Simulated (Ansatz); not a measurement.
Ga2AsN

Input file:

```
crystal:
  lattice:
    - [-2.5492978103, 2.5492978103, 4.9771902768]
    - [2.5492978103, -2.5492978103, 4.9771902768]
    - [2.5492978103, 2.5492978103, -4.9771902768]
  atoms:
    - { symbol: "N", position: [0.0, 0.0, 0.0] }
    - { symbol: Ga, position: [0.625, 0.6953534341, 0.5703534341] }
    - { symbol: "N", position: [0.25, 0.75, 0.5] }
    - { symbol: Ga, position: [0.9453534341, 0.375, 0.0703534341] }
    - { symbol: As, position: [0.5, 0.5, 0.0] }
    - { symbol: Ga, position: [0.125, 0.0546465659, 0.4296465659] }
    - { symbol: As, position: [0.75, 0.25, 0.5] }
    - { symbol: Ga, position: [0.3046465659, 0.875, -0.0703534341] }
kpoints:
  mp_grid: { grid: [4, 4, 4] }
  band_path:
    path:
      - [0.0, 0.0, 0.0]
      - [0.0, 0.0, 0.5]
      - [0.25, 0.25, 0.25]
      - [0.0, 0.5, 0.0]
      - [0.5, 0.5, -0.5]
      - [0.3155862298, 0.6844137702, -0.3155862298]
      - [-0.3155862298, 0.3155862298, 0.3155862298]
      - [-0.1311724596, 0.1311724596, 0.5]
      - [0.5, 0.5, -0.1311724596]
    npoints: 1
hamiltonian:
  xc: pbe0
scf:
  occupations: { method: fixed }
  n_extra_bands: 6
output:
  forces: true
  stress: true
  eigenvalues: true
  write_density: true
  write_potential: true
  elf: true
  volumetric_format: npy
```

Launched as:

```sh
ansatz run input.yaml --threads 4 --pin off --max-ram 6451MiB --backend cpu --events-out ev --progress --plain --runs-dir out
```

Below, planes, directions and counts refer to the conventional cell (a = 5.10 Å, b = 5.10 Å, c = 9.95 Å, α = 90.00°, β = 90.00°, γ = 90.00°).

Space group I-42d; started from the ordered alloy on zincblende lattice prototype, which need not be the ambient phase.

The calculation used DFT, PBE0, plane waves, PAW (Ansatz).

Predict the valence pseudo-density and electron localisation function between the atoms.

Ga–N (2.00 Å): the density is about 0.69 e/Å³ at the midpoint; the ELF peaks at about 0.85 in the valence shell of N, 0.7 Å from its nucleus, and is about 0.50 at the midpoint.
Ga–As (2.42 Å): the density is about 0.53 e/Å³ at the midpoint; the ELF peaks at about 0.80 between the atoms, as expected for localised, covalent bonding.

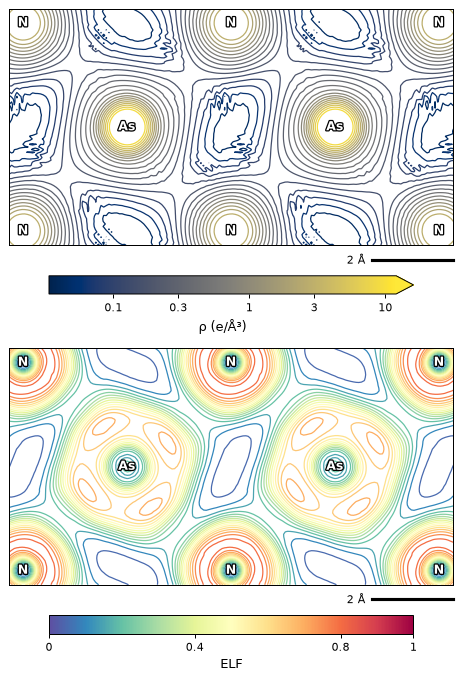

Computed valence pseudo-density and electron localisation function on the (001) plane of the conventional cell, in this order. 

In a PAW calculation such maps are meaningful between the atoms, not at the nuclei.
